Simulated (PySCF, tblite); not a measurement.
**C5H9Al: geometry, infrared bands and NMR shifts**

What infrared bands and NMR shifts should C5H9Al (`CCC#[C][AlH][CH3]`) show?

Computed with tblite 0.8.0 and PySCF 2.14.0, with density-fitted response routines of our own, on a single molecule in the gas phase. Atoms count from 0, in the outputs and in this text.

## (1) The starting structure

15 atoms, charge 0, multiplicity 1; geometry from: force field or distance geometry start.

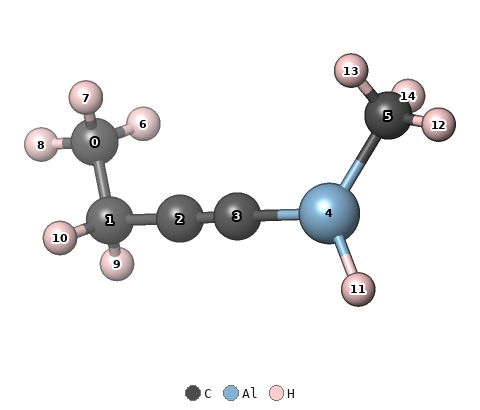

As it starts; carbon dark grey, aluminium light blue, hydrogen pink, atoms numbered.

## (2) Optimising the geometry with GFN2-xTB

The job: settings as JSON, then the geometry in Å.

```
{"job": {"kind": "relax", "xc": "GFN2-xTB", "basis": "xTB"}, "charge": 0, "multiplicity": 1}
C     -2.765000     0.667800    -0.086900
C     -2.276900    -0.762600    -0.048800
C     -0.796800    -0.803200    -0.013000
C      0.398100    -0.818000    -0.006200
Al     2.336200    -0.863000     0.039600
C      3.354700     0.845900    -0.001000
H     -2.401900     1.183200    -1.005100
H     -2.423300     1.234500     0.814900
H     -3.878900     0.672400    -0.101600
H     -2.637900    -1.318800    -0.928600
H     -2.663600    -1.269800     0.870900
H      3.108200    -2.259800     0.082900
H      4.441800     0.628400     0.033800
H      3.090700     1.455100     0.884800
H      3.110300     1.415900    -0.921400
```

Command:

```bash
$ OMP_NUM_THREADS=1 python probes_run.py task.json out
```

This one command runs all jobs of the session in turn.

What it wrote:

```text
step      E/eV     max force
  0    -442.86610    3.095
  1    -442.81620    5.211
  2    -442.96808    0.587
  3    -442.98244    0.279
  4    -442.99452    0.392
  5    -442.99842    0.203
  6    -443.00127    0.156
  7    -443.00346    0.218
  8    -443.00555    0.201
  9    -443.00775    0.136
 10    -443.00955    0.087
 11    -443.01058    0.080
 12    -443.01111    0.062
 13    -443.01148    0.049
 14    -443.01182    0.045
 15    -443.01209    0.037
 16    -443.01229    0.041
 17    -443.01246    0.048
 18    -443.01264    0.059
 19    -443.01283    0.047
 20    -443.01302    0.054
 21    -443.01320    0.050
 22    -443.01337    0.041
 23    -443.01356    0.048
 24    -443.01380    0.055
 25    -443.01417    0.082
 26    -443.01464    0.084
 27    -443.01504    0.044
 28    -443.01522    0.028
 29    -443.01530    0.024
 30    -443.01537    0.029
 31    -443.01543    0.022
 32    -443.01546    0.015
 33    -443.01549    0.012
 34    -443.01552    0.021
 35    -443.01555    0.022
 36    -443.01559    0.020
 37    -443.01563    0.018
 38    -443.01567    0.016
 39    -443.01573    0.028
 40    -443.01581    0.033
 41    -443.01589    0.027
 42    -443.01595    0.016
 43    -443.01600    0.016
 44    -443.01604    0.023
 45    -443.01609    0.024
 46    -443.01614    0.016
 47    -443.01618    0.022
 48    -443.01622    0.023
 49    -443.01628    0.027
 50    -443.01634    0.024
 51    -443.01638    0.014
 52    -443.01641    0.016
 53    -443.01647    0.026
 54    -443.01656    0.040
 55    -443.01669    0.040
 56    -443.01681    0.031
 57    -443.01688    0.030
 58    -443.01695    0.029
 59    -443.01704    0.040
 60    -443.01721    0.053
 61    -443.01748    0.058
 62    -443.01777    0.053
 63    -443.01800    0.040
 64    -443.01818    0.035
 65    -443.01829    0.035
 66    -443.01839    0.031
 67    -443.01846    0.021
 68    -443.01849    0.013
 69    -443.01850    0.007
```

It took 1.2 s on 1 thread of Intel Xeon at 2.50GHz, shared host; peak memory 0.18 GiB.

The steps of the relaxation: (not every step is listed) (the energy doesn't fall at every step)

```
step  energy from step 0 (eV)  largest force (eV/Å)
   0                   0.0000                3.0946
   1                   0.0499                5.2113
   2                  -0.1020                0.5871
   3                  -0.1163                0.2787
   4                  -0.1284                0.3915
   5                  -0.1323                0.2030
   6                  -0.1352                0.1555
   7                  -0.1374                0.2176
   8                  -0.1395                0.2009
  13                  -0.1454                0.0486
  18                  -0.1465                0.0594
  23                  -0.1475                0.0481
  28                  -0.1491                0.0276
  33                  -0.1494                0.0122
  38                  -0.1496                0.0163
  43                  -0.1499                0.0157
  48                  -0.1501                0.0232
  53                  -0.1504                0.0261
  58                  -0.1508                0.0292
  63                  -0.1519                0.0400
  64                  -0.1521                0.0345
  65                  -0.1522                0.0348
  66                  -0.1523                0.0314
  67                  -0.1524                0.0208
  68                  -0.1524                0.0132
  69                  -0.1524                0.0071
```

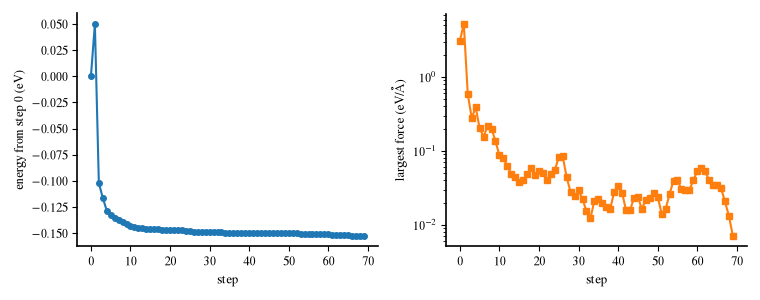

Energy and force, step by step.

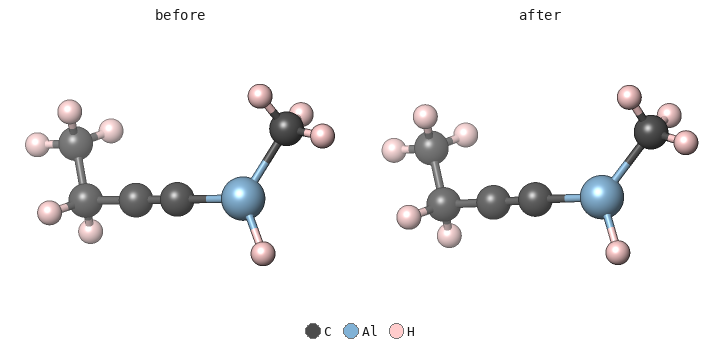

The geometry before (left) and after (right).

Close pairs (by a distance rule), those that changed most:

```
   bond  before (Å)  after (Å)  change (Å)
Al4–H11       1.597      1.550      -0.047
  C0–H7       1.119      1.088      -0.031
  C1–C2       1.481      1.451      -0.030
  C0–H8       1.114      1.088      -0.026
  C0–H6       1.114      1.088      -0.026
 C1–H10       1.119      1.095      -0.024
  C2–C3       1.195      1.217      +0.022
  C0–C1       1.512      1.530      +0.018
```

The final coordinates are the input of the step that follows.

## (3) Vibrational analysis with GFN2-xTB

The job: settings as JSON, then the geometry in Å.

```
{"job": {"kind": "ir", "xc": "GFN2-xTB", "basis": "xTB"}, "charge": 0, "multiplicity": 1}
C     -2.871592     0.633171    -0.087237
C     -2.311173    -0.789625    -0.039186
C     -0.860061    -0.784067    -0.016328
C      0.356044    -0.750555     0.002202
Al     2.294713    -0.752047     0.029859
C      3.505690     0.827419     0.006344
H     -2.518406     1.149923    -0.977158
H     -2.551299     1.197358     0.786078
H     -3.959157     0.608260    -0.106652
H     -2.649796    -1.351214    -0.915780
H     -2.677917    -1.304415     0.854742
H      2.952490    -2.154354     0.073778
H      4.562828     0.532327     0.030315
H      3.348593     1.496669     0.861092
H      3.374630     1.449138    -0.887835
```

What it wrote:

```text
mode    cm-1     km/mol
  1     -11.7      1.88
  2      46.9      0.93
  3      52.6      0.52
  4      95.9      0.41
  5     142.4      3.01
  6     198.3      0.02
  7     204.9      4.07
  8     331.9      0.36
  9     378.8     10.90
 10     408.5      8.56
 11     475.4     65.93
 12     515.8     37.89
 13     616.3    147.05
 14     628.7     36.44
 15     699.2    646.54
 16     809.1      8.21
 17     943.1      6.84
 18    1067.5      0.03
 19    1076.7      5.10
 20    1093.2      8.60
 21    1226.0      0.50
 22    1299.0      4.30
 23    1309.8      2.67
 24    1409.2      0.62
 25    1441.6      2.11
 26    1450.3      0.98
 27    1451.6      1.97
 28    1496.0      2.59
 29    1502.8      2.33
 30    1761.1    372.83
 31    2229.8    212.99
 32    2903.7     45.13
 33    2908.6     21.79
 34    2921.4     10.40
 35    2934.5     29.45
 36    2950.3     36.81
 37    3030.9     53.67
 38    3035.3     40.62
 39    3040.5     21.73
```

Run time: 1.4 s. Hardware: 1 thread of Intel Xeon at 2.50GHz, shared host; peak memory 0.18 GiB.

The strongest bands and the atoms that carry them (share of the mass-weighted mode):

```
cm⁻¹  km/mol                                   atoms
 475    65.9             H12 22 %, H11 19 %, C2 19 %
 616   147.1  H11 28 %, H13 19 %, H14 19 %, Al4 15 %
 699   646.5   H11 42 %, Al4 29 %, C5 12 %, H12 11 %
1761   372.8                                H11 96 %
2230   213.0                        C2 55 %, C3 44 %
2904    45.1                                H12 85 %
3031    53.7                                 H8 88 %
3035    40.6                        H6 52 %, H7 39 %
```

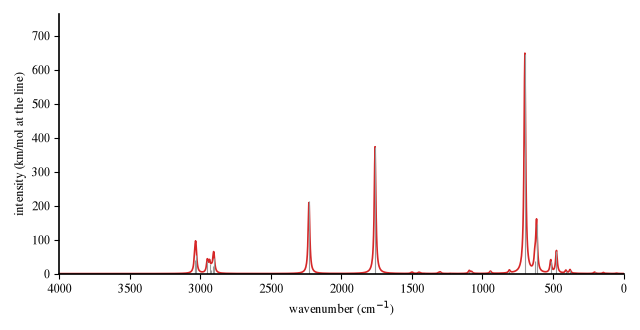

The infrared spectrum from these modes, unscaled. Lines are broadened to a width of 14 cm⁻¹ (Lorentzian).

## (4) Nuclear shieldings: PBE0/pcSseg-1

The job, as its differences from that of step 3:

```diff
@@ -1,2 +1,2 @@
-{"job": {"kind": "ir", "xc": "GFN2-xTB", "basis": "xTB"}, "charge": 0, "multiplicity": 1}
+{"job": {"kind": "nmr", "xc": "PBE0", "basis": "pcSseg-1"}, "charge": 0, "multiplicity": 1}
 C     -2.871592     0.633171    -0.087237
```

Method: GIAO PBE0/pcSseg-1 NMR shielding, non-relativistic, gas phase.

What it wrote:

```text
coarse grid: 12640 points
cycle   1  E = -437.8240696487  dE =  3.045e-01  |g| = 5.323e-01  |ddm| = 3.568e+00
cycle   2  E = -437.8038218159  dE =  2.025e-02  |g| = 5.969e-01  |ddm| = 1.302e+00
cycle   3  E = -437.8969282356  dE = -9.311e-02  |g| = 1.256e-01  |ddm| = 6.372e-01
cycle   4  E = -437.9005155144  dE = -3.587e-03  |g| = 4.771e-02  |ddm| = 1.214e-01
cycle   5  E = -437.9010892845  dE = -5.738e-04  |g| = 8.004e-03  |ddm| = 4.094e-02
cycle   6  E = -437.9011050300  dE = -1.575e-05  |g| = 2.333e-03  |ddm| = 1.059e-02
cycle   7  E = -437.9011065273  dE = -1.497e-06  |g| = 3.271e-04  |ddm| = 2.687e-03
final grid: 116280 points
cycle   8  E = -437.9365206035  dE = -2.297e-05  |g| = 7.401e-03  |ddm| = 3.800e-02
cycle   9  E = -437.9365147496  dE =  5.854e-06  |g| = 8.805e-03  |ddm| = 1.457e-02
cycle  10  E = -437.9365341453  dE = -1.940e-05  |g| = 2.011e-03  |ddm| = 7.544e-03
cycle  11  E = -437.9365351743  dE = -1.029e-06  |g| = 2.416e-04  |ddm| = 1.613e-03
cycle  12  E = -437.9365351868  dE = -1.246e-08  |g| = 7.829e-05  |ddm| = 2.872e-04
cycle  13  E = -437.9365351884  dE = -1.611e-09  |g| = 1.939e-05  |ddm| = 1.082e-04
cycle  14  E = -437.9365351885  dE = -9.823e-11  |g| = 2.351e-06  |ddm| = 2.638e-05
converged SCF energy = -437.9365351885

GIAO shielding tensors (ppm)
atom      isotropic    diamagn.    paramagn.     s11        s22        s33       span
  0 C      169.599     247.219     -77.620    156.835    165.441    186.522     29.686
  1 C      169.481     250.228     -80.747    159.240    167.954    181.249     22.009
  2 C       61.086     271.525    -210.439    -41.784    -35.663    260.705    302.489
  3 C       89.606     252.806    -163.200      1.109      9.763    257.945    256.837
  4 Al     318.526     798.997    -480.471    217.281    353.294    385.003    167.722
  5 C      192.317     251.963     -59.647    183.934    196.370    196.646     12.712
  6 H       30.398      30.510      -0.112     26.750     28.809     35.635      8.885
  7 H       30.397      30.541      -0.143     26.755     28.794     35.643      8.888
  8 H       30.638      27.319       3.319     26.242     27.728     37.945     11.703
  9 H       29.256      28.822       0.434     24.164     28.366     35.237     11.073
 10 H       29.255      28.886       0.370     24.165     28.359     35.241     11.075
 11 H       26.644      29.918      -3.274     23.423     25.179     31.331      7.908
 12 H       31.361      27.719       3.642     27.457     28.153     38.474     11.016
 13 H       31.763      31.181       0.582     27.500     29.168     38.622     11.122
 14 H       31.765      31.132       0.633     27.504     29.170     38.621     11.117
```

Run time: 50 s. Hardware: 1 thread of Intel Xeon at 2.50GHz, shared host; peak memory 0.72 GiB.

The references, computed at this level on geometries of the same kind, shield at (ppm): 1H TMS 31.72, 13C TMS 186.9, 27Al AlH4- 490.0. Their shielding less the atom's gives the shift. The references are single molecules in the gas phase. Shifts against hydride references such as AlH4− lie on their own scale. Atoms listed in one row are averaged.

```
        atoms                               environment  σ (ppm)  δ (ppm)
           C2                             alkyne carbon     61.1    125.8
           C3                             alkyne carbon     89.6     97.3
           C1                       propargylic sp3 CH2    169.5     17.4
           C0                             methyl carbon    169.6     17.3
           C5                methyl carbon bonded to Al    192.3     -5.4
          H11    hydrogen on an aluminium bonded to 2 C    26.64     5.07
      H9, H10         hydrogen on a propargylic sp3 CH2    29.26     2.46
   H6, H7, H8               hydrogen on a methyl carbon    30.48     1.24
H12, H13, H14  hydrogen on a methyl carbon bonded to Al    31.63     0.09
          Al4                aluminium bonded to 2 C, H    318.5    171.4
```

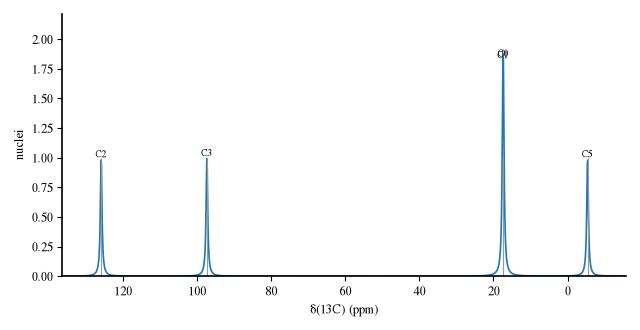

13C lines at the computed shifts, without couplings. Lines are broadened to a width of 0.52 ppm (Lorentzian).

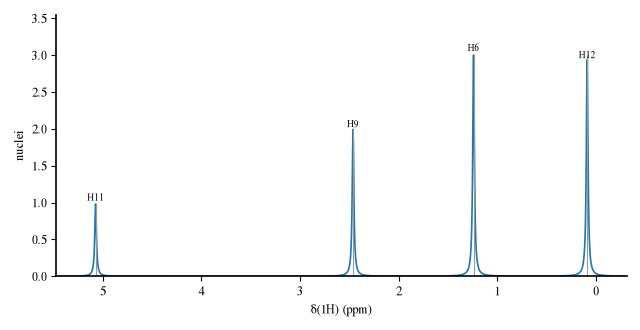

1H lines at the computed shifts, without couplings. Lines are broadened to a width of 0.02 ppm (Lorentzian).

The run also stored atomic charges by several schemes (e):

```
atoms  Mulliken    IAO  Hirshfeld  ESP fit
   C0     -0.28  -0.41      -0.11    -0.18
   C1     -0.21  -0.27      -0.05     0.20
   C2      0.13   0.00      -0.03     0.06
   C3     -0.55  -0.43      -0.26    -0.72
  Al4      0.78   0.90       0.55     1.20
   C5     -0.72  -0.80      -0.28    -0.95
```

Mulliken charges:

C0 -0.28; C1 -0.21; C2 0.13; C3 -0.55; Al4 0.78; C5 -0.72; H6 0.12; H7 0.12; H8 0.12; H9 0.15; H10 0.15; H11 -0.22; H12 0.14; H13 0.13; H14 0.13

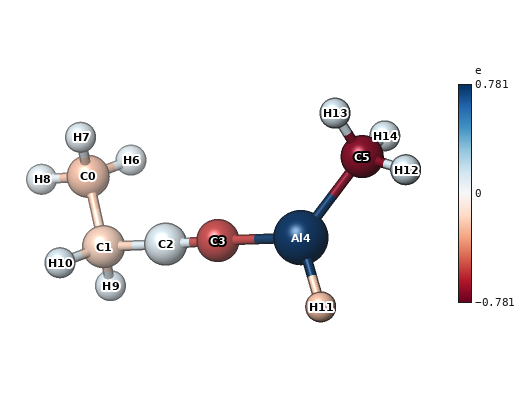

Mulliken charges, as colours on the atoms.

Mayer bond orders: C0–C1 1.05, C1–C2 1.09, C2–C3 2.31, C3–Al4 1.05, Al4–C5 0.89.

## (5) What came out

| quantity | value |
| --- | --- |
| strongest single infrared mode (GFN2-xTB) | 699 cm⁻¹, 647 km/mol |
| zero-point energy (GFN2-xTB) | 71.6 kcal/mol |
| 13C shifts against TMS (PBE0/pcSseg-1) | 125.8, 97.3, 17.4, 17.3, -5.4 ppm |
| 1H shifts against TMS (PBE0/pcSseg-1, means over atoms taken as alike) | 5.07, 2.46, 1.24, 0.09 ppm |
| 27Al shifts against AlH4- (PBE0/pcSseg-1) | 171.4 ppm |

In words: Over 69 steps the energy fell by 0.152 eV; of the close pairs, Al4–H11 changed most, 1.597 to 1.550 Å. The lowest mode is slightly imaginary (12i cm⁻¹), a soft motion within the noise of the Hessian, so the minimum is not strictly shown. The strongest single mode, at 699 cm⁻¹, moves mainly H11 and Al4. GFN2-xTB is a fitted tight-binding method: band positions and strengths are rough. Its intensities can rank the bands wrongly. At PBE0/pcSseg-1: The largest span, 302 ppm, is at C2, where the paramagnetic term is -210 ppm.
